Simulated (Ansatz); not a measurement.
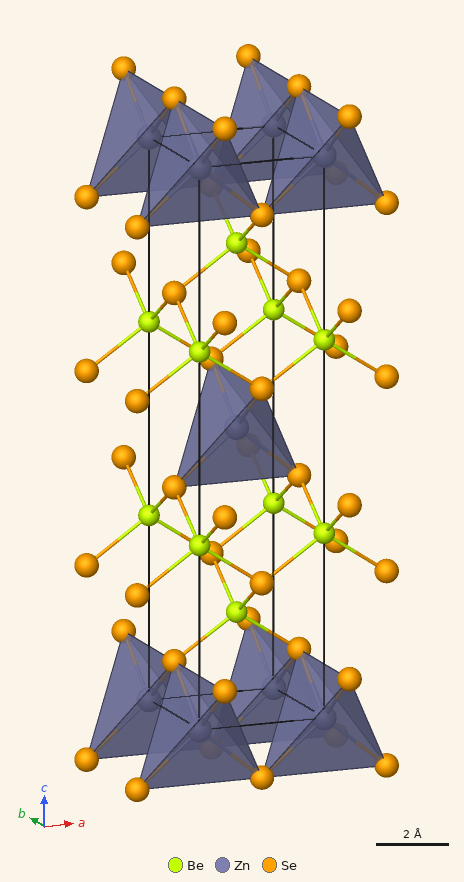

A polyhedral picture of a crystal structure, seen slightly off an axis. Lines trace the edges of the conventional unit cell. A few atoms beyond the faces are included.

Be2ZnSe3, space group I-4m2 (No. 119), a = 3.774 Å, b = 3.774 Å, c = 16.257 Å, α = 90.00°, β = 90.00°, γ = 90.00°. Origin of the cell: a structure type filled with these elements by a generator (whether the compound takes this form wasn't checked). Earlier steps of the study, as a rule a relaxation of our own, may have changed the cell and positions, so they can lie some per cent off the listed ones. It went into a calculation with Ansatz.

This one geometry was computed with Ansatz (DFT, plane waves, PAW) at three levels of theory: LDA, PBE and r2SCAN.

**Which level gives the highest pressure at this volume, and what does that say about its equilibrium volume?**

Highest: PBE (0.0 GPa), which points to the largest equilibrium volume. Lowest, with the smallest volume: LDA (-4.7 GPa). Levels within 0.5 GPa of each other can't be told apart.

**How does the band gap change with the level of theory?**

LDA: a gap of 2.46 eV, direct; PBE: a gap of 2.65 eV, indirect; r2SCAN: a gap of 3.11 eV, indirect.

**Collect the results in a table.**

| level | cutoff (eV) | k-mesh of the run's cell | gap (eV) | pressure (GPa) |
| --- | --- | --- | --- | --- |
| LDA | 420 | 8×8×8 | 2.46 | -4.7 |
| PBE | 420 | 8×8×8 | 2.65 | 0.0 |
| r2SCAN | 500 | 8×8×8 | 3.11 | -1.3 |

Gaps are taken on the k-mesh or band path of each run.
